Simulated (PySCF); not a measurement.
**C₅H₁₂GaN: geometry relaxation**

System: C₅H₁₂GaN, SMILES CC#[N+][GaH2-][CH2]CC.
Method: PBE0-D3(BJ)/def2-SVP geometry optimisation, gas phase (PySCF 2.14.0).

It belongs to a series of runs on one base structure; here: H on Ga replaced by nPr.

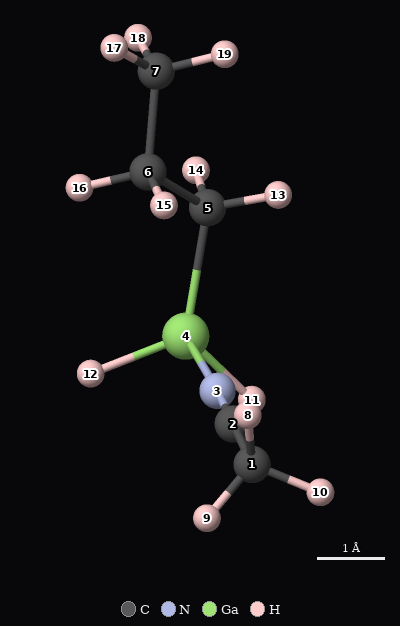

Figure 1. The structure as given in the input (ball-and-stick view, seen at an oblique angle; atoms are numbered from 1 in the order of the input). Sticks mark near contacts.

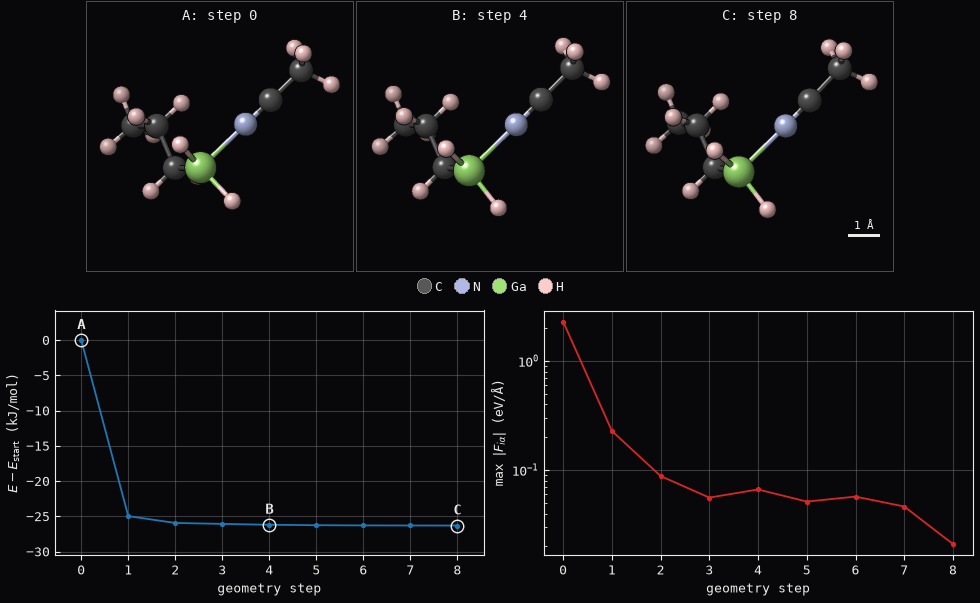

Figure 2. Frames of the relaxation (ball-and-stick view, seen at a tilt) above the curves, on which the letters mark them (steps are counted from 0).

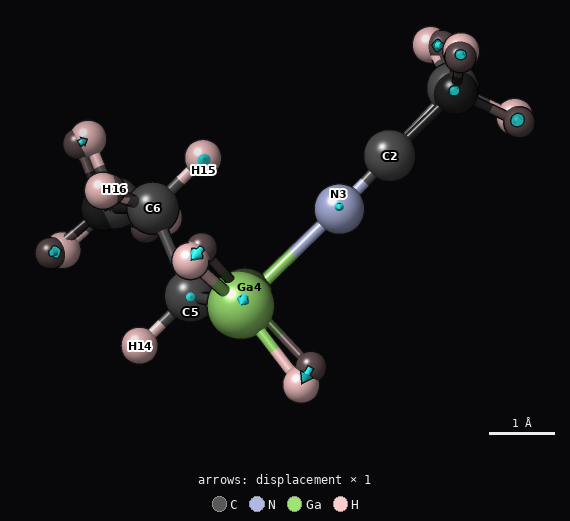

Figure 3. Start (faint) and end (solid) with the displacements as teal arrows, at true length (ball-and-stick view, seen at a tilt). The two geometries are laid on each other by the best rigid fit. H19 moves most after the best rigid fit: 0.33 Å. Largest moves by element: H 0.33 Å, C 0.20 Å, Ga 0.20 Å, N 0.10 Å. Distances before and after: N3–Ga4 2.045 → 2.154 Å, C1–C2 1.391 → 1.448 Å, Ga4–H12 1.541 → 1.587 Å, C7–H18 1.070 → 1.102 Å. Among the angles that change: N3–Ga4–H11 92.3° → 98.1°, H11–Ga4–H12 112.3° → 118.1°, N3–Ga4–C5 103.1° → 97.6°. Over 8 geometry steps the energy falls by 26.3 kJ/mol. Largest force component: 2.3 eV/Å at the start, 0.021 eV/Å at the end. (Atoms are counted from 1 in the order of the input.)

These pictures come from the run below.

**Input**
```
{"job": {"xc": "PBE0", "basis": "def2-SVP", "d3": "d3bj", "grid": 1, "shake": 0.01, "kind": "geom"}, "charge": 0, "multiplicity": 1}
C     -3.663300     0.886300    -0.557340
C     -2.596120     0.071080    -0.195440
N     -1.725080    -0.593590     0.095840
Ga    -0.199110    -1.865200     0.581650
C      1.337380    -0.638250     0.855760
C      1.641970     0.141360    -0.430110
C      2.902350     1.003670    -0.303780
H     -3.291330     1.859830    -0.963660
H     -4.284380     0.417740    -1.303620
H     -4.305830     1.106450     0.323450
H     -1.029930    -2.511840     1.761480
H     -0.346070    -2.650460    -0.735950
H      1.129560     0.094090     1.671620
H      2.222590    -1.187940     1.168980
H      0.784590     0.759240    -0.689650
H      1.783300    -0.562690    -1.241070
H      3.077830     1.567200    -1.227650
H      3.755530     0.395400    -0.087360
H      2.775330     1.714650     0.509880
```

The first line tells a small driver script what to run in PySCF; the rest is the geometry in Å.

Run as:
```bash
OMP_NUM_THREADS=1 python <driver script> task.json out
```

**Log**
```
step   0  E = -2176.35005039  max force = 0.044629
step   1  E = -2176.35955963  max force = 0.004442
step   2  E = -2176.35992785  max force = 0.001716
step   3  E = -2176.35997888  max force = 0.001089
step   4  E = -2176.36002643  max force = 0.001293
step   5  E = -2176.36004952  max force = 0.001001
step   6  E = -2176.36006005  max force = 0.001112
step   7  E = -2176.36006495  max force = 0.000902
step   8  E = -2176.36006868  max force = 0.000407
optimisation converged
```

**Trajectory as extended XYZ (Å, eV, eV/Å), 6 of the 9 frames kept, from step=0 to step=8**
```
19
Properties=species:S:1:pos:R:3:forces:R:3 step=0 energy=-59221.50134
C    -3.6633    0.8863   -0.5573   -1.4209   2.2949   0.0865
C    -2.5961    0.0711   -0.1954   -0.2607   0.1855  -0.1054
N    -1.7251   -0.5936    0.0958    1.6197  -0.9016   0.5142
Ga   -0.1991   -1.8652    0.5817   -0.0013  -0.2510   0.7066
C     1.3374   -0.6382    0.8558   -0.5938   0.7872  -0.1708
C     1.6420    0.1414   -0.4301    0.7990  -0.0561   0.9706
C     2.9024    1.0037   -0.3038   -1.3903   0.2570  -0.5201
H    -3.2913    1.8598   -0.9637   -0.1942  -0.5118   0.2007
H    -4.2844    0.4177   -1.3036   -0.3944  -0.3739  -0.5888
H    -4.3058    1.1064    0.3235    0.2535  -0.0608  -0.2687
H    -1.0299   -2.5118    1.7615    0.1595  -0.0790   0.2574
H    -0.3461   -2.6505   -0.7359    0.2199  -0.3991  -0.6413
H     1.1296    0.0941    1.6716    0.0096  -0.3438  -0.1586
H     2.2226   -1.1879    1.1690    0.3843  -0.3708   0.1541
H     0.7846    0.7592   -0.6896   -0.3761   0.3395  -0.2160
H     1.7833   -0.5627   -1.2411    0.0032  -0.4004  -0.6314
H     3.0778    1.5672   -1.2276    0.1928   0.1211  -0.1230
H     3.7555    0.3954   -0.0874    0.9311  -0.6020   0.1808
H     2.7753    1.7147    0.5099    0.0590   0.3654   0.3532
19
Properties=species:S:1:pos:R:3:forces:R:3 step=2 energy=-59221.77011
C    -3.7212    0.9889   -0.5655    0.0485  -0.0346  -0.0014
C    -2.6286    0.1157   -0.1880   -0.0063   0.0788  -0.0049
N    -1.7548   -0.5727    0.1112    0.0022  -0.0883   0.0072
Ga   -0.1717   -1.9761    0.6050   -0.0816  -0.0300  -0.0501
C     1.3242   -0.6793    0.7948    0.0155   0.0254   0.0095
C     1.6637    0.1262   -0.4564   -0.0078  -0.0317   0.0253
C     2.8788    1.0301   -0.2950    0.0054   0.0060   0.0066
H    -3.3217    1.9049   -1.0242   -0.0114  -0.0013   0.0109
H    -4.3710    0.4783   -1.2904   -0.0076   0.0009   0.0023
H    -4.3103    1.2549    0.3236   -0.0025   0.0064  -0.0061
H    -0.8345   -2.5842    1.9079    0.0050   0.0138   0.0150
H    -0.2845   -2.8319   -0.7294    0.0330   0.0441   0.0268
H     1.0928    0.0003    1.6354    0.0187   0.0000  -0.0055
H     2.2128   -1.2518    1.1219   -0.0113  -0.0096  -0.0131
H     0.7921    0.7408   -0.7482    0.0011  -0.0040  -0.0094
H     1.8310   -0.5595   -1.3066    0.0046   0.0098   0.0022
H     3.0879    1.6116   -1.2075    0.0079   0.0039  -0.0060
H     3.7799    0.4392   -0.0610   -0.0081   0.0094  -0.0046
H     2.7363    1.7442    0.5329   -0.0053   0.0009  -0.0047
19
Properties=species:S:1:pos:R:3:forces:R:3 step=3 energy=-59221.77150
C    -3.7039    0.9958   -0.5666    0.0030  -0.0020   0.0020
C    -2.6188    0.1155   -0.1886    0.0404   0.0333   0.0087
N    -1.7516   -0.5816    0.1107   -0.0291  -0.0560  -0.0029
Ga   -0.1736   -1.9836    0.6055   -0.0491   0.0180   0.0071
C     1.3213   -0.6849    0.7980    0.0043   0.0237   0.0000
C     1.6579    0.1182   -0.4549    0.0055   0.0019   0.0160
C     2.8640    1.0355   -0.2962   -0.0139   0.0128  -0.0036
H    -3.2999    1.9121   -1.0204   -0.0012  -0.0030   0.0035
H    -4.3556    0.4916   -1.2941   -0.0043  -0.0012  -0.0031
H    -4.2949    1.2632    0.3211    0.0023   0.0003  -0.0041
H    -0.8360   -2.5897    1.9084   -0.0025   0.0020   0.0183
H    -0.2745   -2.8315   -0.7280    0.0184  -0.0039  -0.0287
H     1.0903   -0.0044    1.6377    0.0139   0.0041  -0.0003
H     2.2096   -1.2570    1.1247    0.0067  -0.0149  -0.0079
H     0.7827    0.7248   -0.7520   -0.0099  -0.0017  -0.0077
H     1.8323   -0.5681   -1.3026    0.0094  -0.0048  -0.0023
H     3.0699    1.6139   -1.2118   -0.0007  -0.0025   0.0011
H     3.7707    0.4568   -0.0570    0.0100  -0.0085   0.0051
H     2.7115    1.7533    0.5267   -0.0031   0.0023  -0.0013
19
Properties=species:S:1:pos:R:3:forces:R:3 step=5 energy=-59221.77343
C    -3.6296    1.0299   -0.5700   -0.0471   0.0358   0.0012
C    -2.5805    0.1099   -0.1906    0.0515  -0.0178   0.0118
N    -1.7457   -0.6253    0.1093   -0.0493  -0.0061  -0.0114
Ga   -0.1803   -2.0169    0.6119    0.0410   0.0514   0.0421
C     1.3072   -0.7031    0.8063   -0.0152  -0.0111  -0.0065
C     1.6329    0.0909   -0.4544    0.0044   0.0336  -0.0136
C     2.7990    1.0593   -0.2971   -0.0122   0.0044  -0.0075
H    -3.1920    1.9391   -1.0063    0.0090  -0.0046  -0.0057
H    -4.2905    0.5571   -1.3105    0.0065  -0.0004  -0.0058
H    -4.2229    1.3066    0.3134    0.0072  -0.0049   0.0014
H    -0.8431   -2.6218    1.9151   -0.0028  -0.0132  -0.0041
H    -0.2386   -2.8556   -0.7281   -0.0124  -0.0356  -0.0276
H     1.0750   -0.0170    1.6409    0.0008   0.0005   0.0054
H     2.2001   -1.2682    1.1326    0.0079  -0.0040  -0.0001
H     0.7408    0.6591   -0.7776   -0.0060  -0.0052   0.0012
H     1.8456   -0.6025   -1.2875    0.0093  -0.0096   0.0033
H     2.9989    1.6225   -1.2236   -0.0024  -0.0037   0.0043
H     3.7239    0.5247   -0.0270    0.0074  -0.0098   0.0090
H     2.6012    1.7911    0.5035    0.0024   0.0002   0.0026
19
Properties=species:S:1:pos:R:3:forces:R:3 step=6 energy=-59221.77371
C    -3.5915    1.0498   -0.5724   -0.0236   0.0150   0.0000
C    -2.5641    0.1049   -0.1925    0.0186  -0.0036   0.0020
N    -1.7475   -0.6502    0.1077   -0.0351  -0.0008  -0.0080
Ga   -0.1822   -2.0347    0.6161    0.0572   0.0247   0.0130
C     1.2983   -0.7109    0.8073   -0.0135  -0.0129  -0.0065
C     1.6204    0.0800   -0.4566    0.0000   0.0167  -0.0109
C     2.7661    1.0714   -0.2952   -0.0011  -0.0024  -0.0015
H    -3.1307    1.9507   -1.0019    0.0051  -0.0006  -0.0037
H    -4.2583    0.5952   -1.3190    0.0053   0.0014  -0.0029
H    -4.1825    1.3344    0.3099    0.0036  -0.0006   0.0018
H    -0.8433   -2.6418    1.9193   -0.0008  -0.0105  -0.0080
H    -0.2262   -2.8788   -0.7242   -0.0180  -0.0172   0.0040
H     1.0629   -0.0228    1.6393   -0.0028  -0.0019   0.0043
H     2.1948   -1.2701    1.1347   -0.0003   0.0017   0.0029
H     0.7205    0.6276   -0.7943    0.0009  -0.0035   0.0028
H     1.8555   -0.6170   -1.2808    0.0033  -0.0021   0.0036
H     2.9679    1.6278   -1.2252    0.0003  -0.0015   0.0018
H     3.6968    0.5562   -0.0064   -0.0011  -0.0012   0.0030
H     2.5445    1.8081    0.4946    0.0021  -0.0004   0.0021
19
Properties=species:S:1:pos:R:3:forces:R:3 step=8 energy=-59221.77395
C    -3.5505    1.0752   -0.5787    0.0162  -0.0181  -0.0014
C    -2.5519    0.0985   -0.1983   -0.0115   0.0202  -0.0065
N    -1.7569   -0.6788    0.1028   -0.0070  -0.0051   0.0011
Ga   -0.1827   -2.0559    0.6194    0.0210  -0.0193  -0.0154
C     1.2855   -0.7194    0.8038   -0.0005   0.0038  -0.0051
C     1.6084    0.0713   -0.4605    0.0018  -0.0123   0.0067
C     2.7350    1.0820   -0.2877    0.0062  -0.0033   0.0047
H    -3.0595    1.9612   -1.0057   -0.0025   0.0035   0.0019
H    -4.2278    0.6425   -1.3288   -0.0013   0.0019   0.0012
H    -4.1338    1.3753    0.3034   -0.0019   0.0043  -0.0006
H    -0.8368   -2.6640    1.9257   -0.0001   0.0020  -0.0011
H    -0.2283   -2.9182   -0.7116   -0.0070   0.0109   0.0168
H     1.0418   -0.0312    1.6336   -0.0044  -0.0019  -0.0009
H     2.1856   -1.2700    1.1365   -0.0043   0.0027   0.0039
H     0.7033    0.6001   -0.8135    0.0032   0.0023   0.0011
H     1.8682   -0.6270   -1.2762   -0.0048   0.0042  -0.0014
H     2.9444    1.6348   -1.2181    0.0013   0.0007  -0.0011
H     3.6682    0.5828    0.0214   -0.0038   0.0040  -0.0034
H     2.4893    1.8207    0.4933   -0.0005  -0.0005  -0.0005
```

**Results in brief**

| quantity | value |
| --- | --- |
| outcome | converged |
| total energy | −2176.360069 hartree |
| dipole moment | 7.29 D |
| point group | C1 |
| hardware | 1 CPU thread, shared host |
| wall time | 4 min |
| peak memory | 0.76 GiB |
